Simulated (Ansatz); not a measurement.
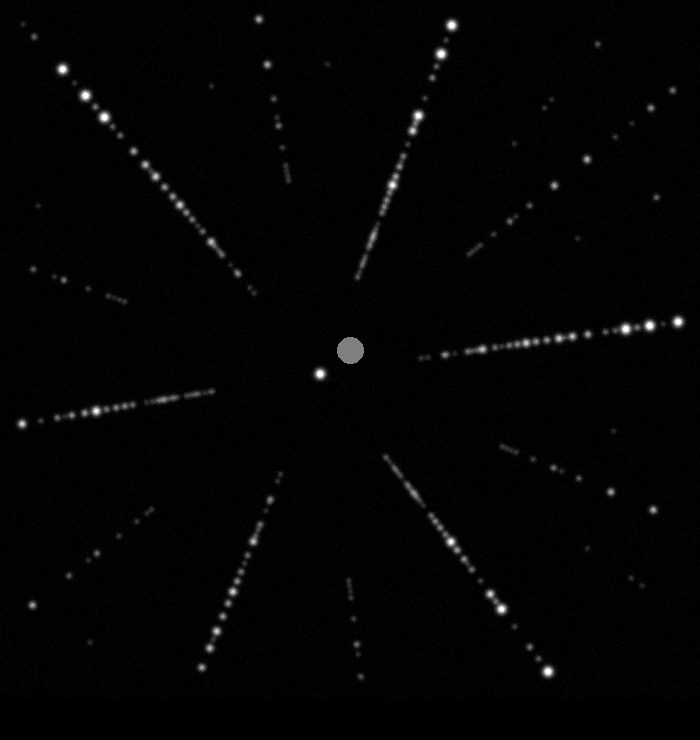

Simulated back-reflection Laue pattern (white X-rays, 0.45 to 2.2 Å, flat plate covering ±45° about the beam, kinematic intensities, seen from the source).

Q: What symmetry does the pattern show?

A: 1: no symmetry.

The crystal is Ge₃Os₆N₂, space group R-3m (No. 166), a = 3.112 Å, c = 57.138 Å (hexagonal axes). Structure: the geometry relaxed with DFT, PAW plane waves, r2scan (Ansatz 0.2.0); the starting structure was generated, so it need not be a known form of this composition.

Q: Which direction points towards the source?

A: [101] or one equivalent to it by a rotation of the Laue group. The opposite direction would give the mirror image. In Laue class -3m no other family of directions with a member of indices 0 and ±1 has this symmetry.
